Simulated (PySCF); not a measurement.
# C$_{4}$H$_{12}$AlN (SMILES C=C[N+](C)(C)[AlH3-]): what the fields show

| atom | x (Å) | y (Å) | z (Å) |
| --- | --- | --- | --- |
| C | 2.0539 | 0.4012 | 0.8017 |
| C | 0.7410 | 0.3412 | 0.9506 |
| N | -0.1944 | -0.2085 | 0.0469 |
| C | 0.3840 | -1.0079 | -1.0165 |
| C | -1.2706 | -0.9105 | 0.7284 |
| Al | -0.9620 | 1.5074 | -0.8335 |
| H | 2.6562 | 0.9022 | 1.5379 |
| H | 2.5802 | -0.0176 | -0.0368 |
| H | 0.2662 | 0.7875 | 1.8145 |
| H | 0.9739 | -1.8423 | -0.6249 |
| H | 1.0132 | -0.3646 | -1.6326 |
| H | -0.4209 | -1.3908 | -1.6425 |
| H | -1.7141 | -0.2496 | 1.4728 |
| H | -2.0417 | -1.1623 | 0.0003 |
| H | -0.9146 | -1.8232 | 1.2162 |
| H | -1.5441 | 2.1996 | 0.4523 |
| H | 0.3585 | 2.0779 | -1.4605 |
| H | -1.9735 | 0.7668 | -1.7860 |

Geometry: GFN2-xTB.

Computed with PBE0/pcSseg-1, SCF density, gas phase, non-relativistic (PySCF 2.14.0).

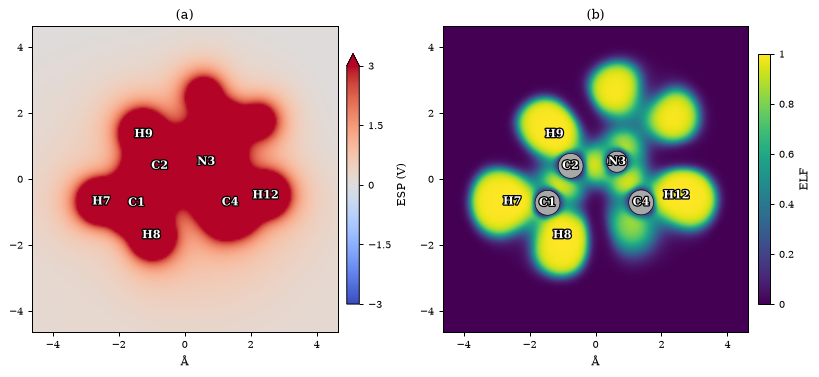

Figure 1. (a) molecular electrostatic potential; (b) electron localisation function on the plane of atoms H7, C1 and H8. Grey discs cover the atomic cores in the ELF map.

**Read the bonding off the picture.**

Atoms in the plane: C, N and H.
C–C (1.32 Å): the ELF peaks at about 0.95 between the atoms: a multiple bond.
C–N (1.41 Å): the ELF peaks at about 0.95 between the atoms, as expected for a shared electron pair.
C–H (1.07 Å): the ELF climbs to about 1 towards the hydrogen, as it does in any bond to H; a covalent bond by its length.
C–N (1.45 Å): the ELF peaks at about 0.95 between the atoms (a shared electron pair).
The potential has no marked negative region in this plane.

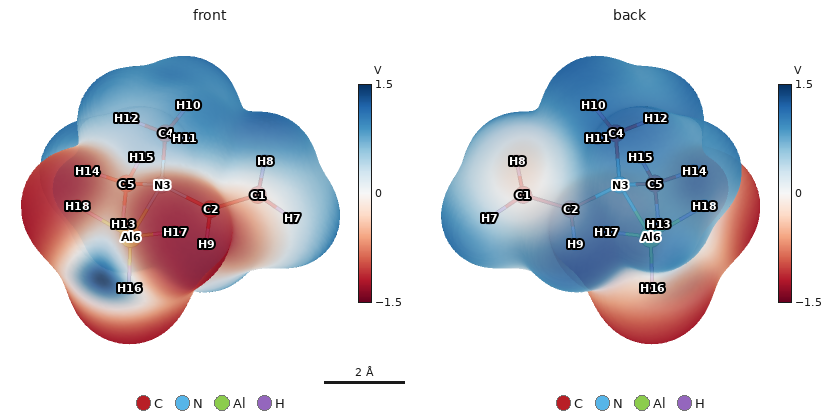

Figure 2. The electrostatic potential painted on the density surface at 0.002 e/bohr³, seen from the front and from behind; red is negative and blue positive.

**Which sites attract a positive test charge, and which a negative one?**

A positive charge is drawn to the negative regions and a negative charge to the positive ones. The most negative region (about −1.3 V) lies over H17, the most positive (about +1.2 V) over the Al and H atoms.

**How polar is the molecule by this calculation?**

Its dipole moment is 4.59 D.
